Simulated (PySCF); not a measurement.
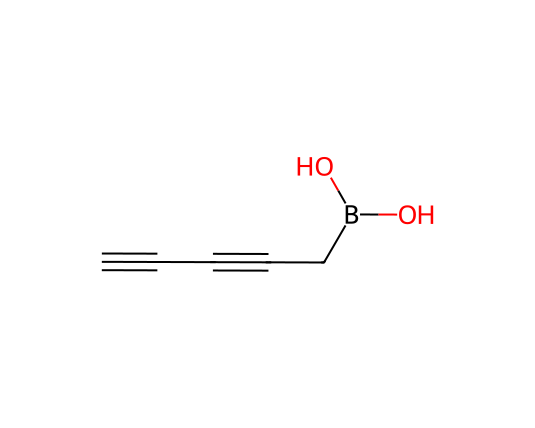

A structural formula.

Question: Write the SMILES.

Answer: C#CC#CCB(O)O

Question: What is the molecular formula?

Answer: C5H5BO2.

Question: An optimisation with GFN2-xTB gave a structure of which point group?

Answer: Cs. Other conformers may differ.

More results for the same structure follow; atom numbers are the same in all pictures, views and colours differ. The geometry was computed by an optimisation with GFN2-xTB. No frequency run is at hand to confirm it as a minimum.

Geometry

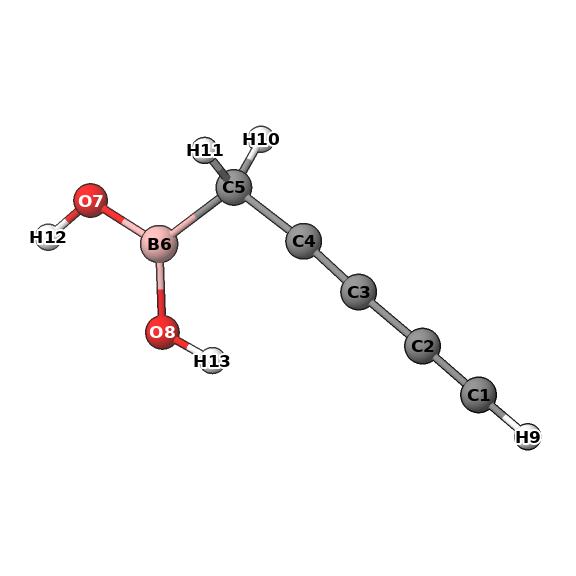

No frequency run is at hand to confirm it as a minimum.

List the bonds and their lengths.

```tsv
bond	length (Å)	order
C1–C2	1.204	triple
C1–H9	1.048	single
C2–C3	1.359	single
C3–C4	1.208	triple
C4–C5	1.440	single
C5–B6	1.615	single
C5–H10	1.093	single
C5–H11	1.093	single
B6–O7	1.347	single
B6–O8	1.356	single
O7–H12	0.958	single
O8–H13	0.958	single
```

Dipole moment

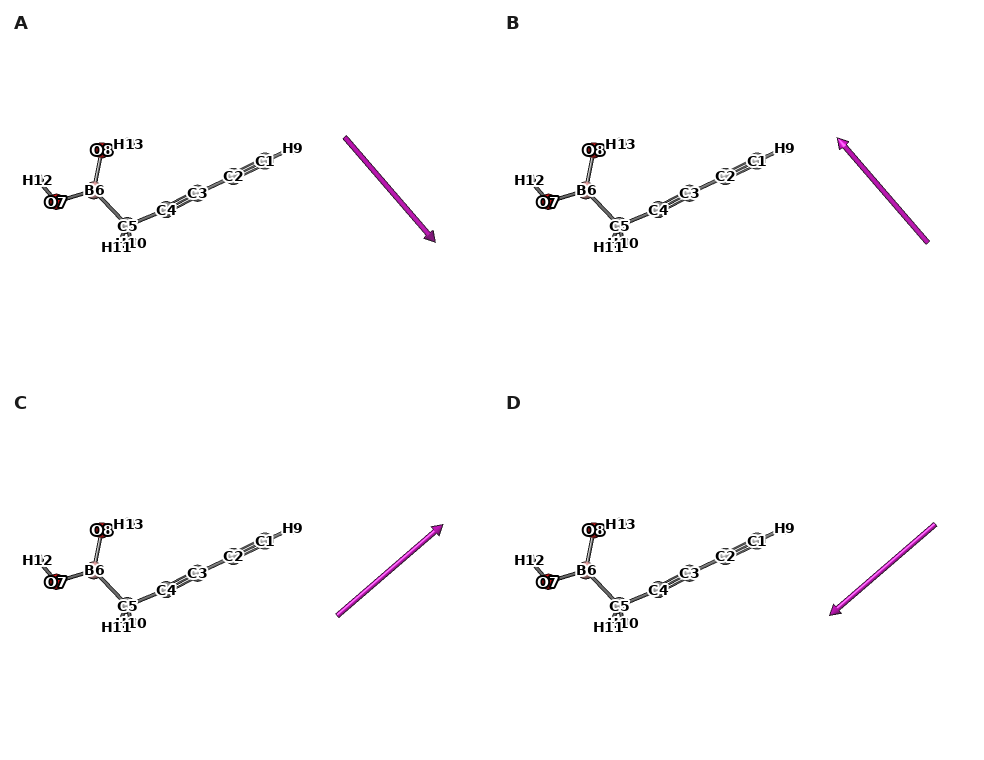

The same molecule four times, each with an arrow. No frequency run is at hand to confirm it as a minimum. Level of theory: PBE0/def2-SVPD, gas phase (PySCF 2.14.0).

Question: Which arrow points along the dipole moment, from the negative to the positive end?

Answer: B. The dipole moment is 0.53 D; it points from the side of H9 to the side of H12 (the outermost atoms at the two ends).

NMR shielding

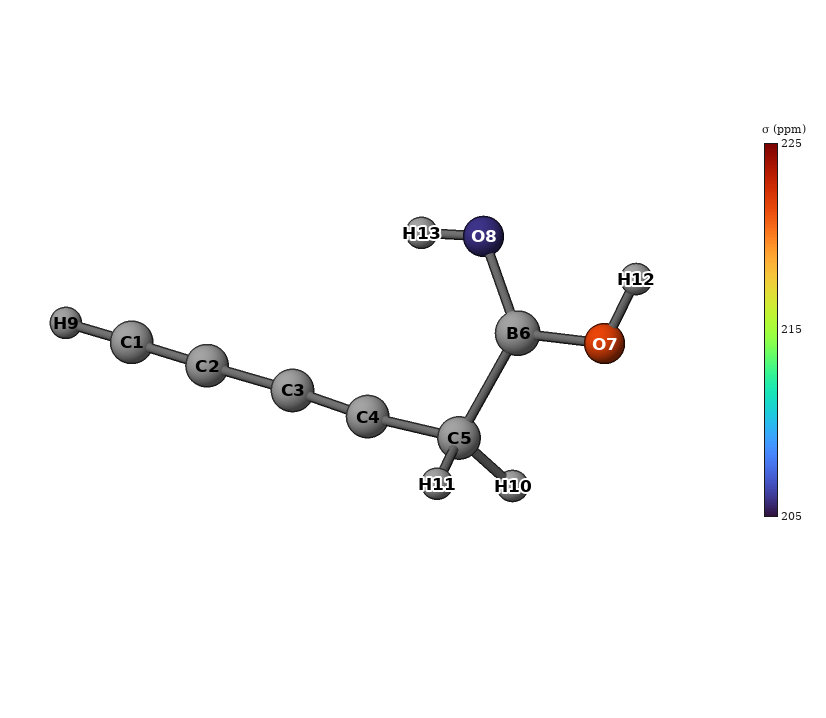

Atoms are coloured by their isotropic NMR shieldings (O only, the others grey). No frequency run is at hand to confirm it as a minimum. Method: GIAO PBE0/pcSseg-1 NMR shielding, non-relativistic, gas phase (PySCF 2.14.0).

List the isotropic NMR shieldings of the O atoms.

```tsv
atom	σ (ppm)
O7	221.8
O8	205.9
```

Polarisability

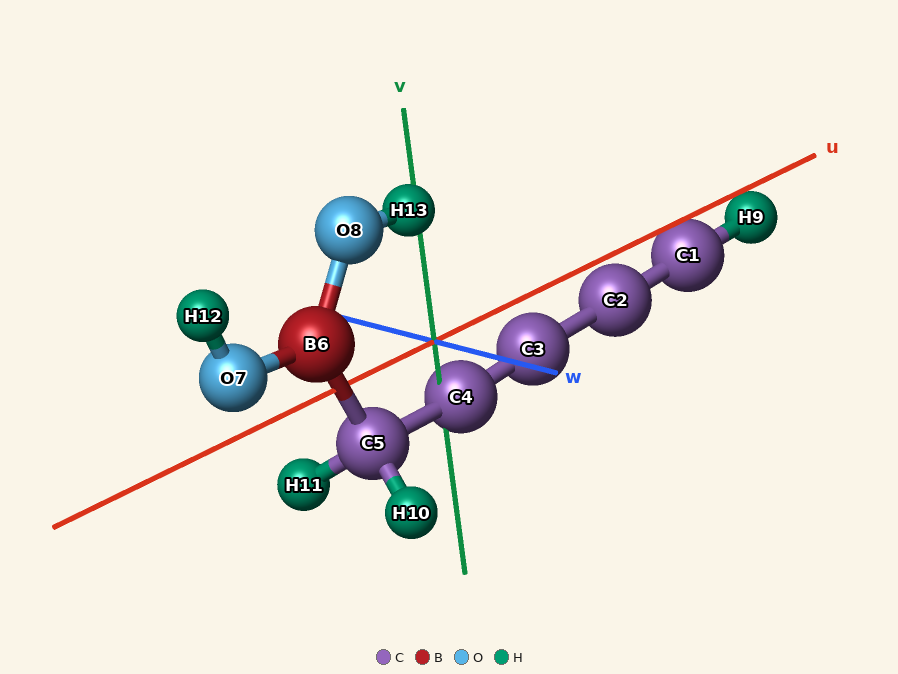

The lines u, v and w are the principal axes of the static dipole polarisability. No frequency run is at hand to confirm it as a minimum. Method: PBE0/def2-SVPD (PySCF 2.14.0).

Question: Along which axis is the molecule most polarisable, and along which least?

Answer: Most along u (nearly parallel to the C4–C5 bond), least along w.

Question: Give the three principal values.

Answer: u 143.0, v 61.0, w 50.6 bohr³; mean 84.9, anisotropy 87.6 bohr³.

The geometry is semi-empirical. Around B such bond lengths and angles can be off by a tenth of an ångström or more and by several degrees, and values that hang on the shape move with them.
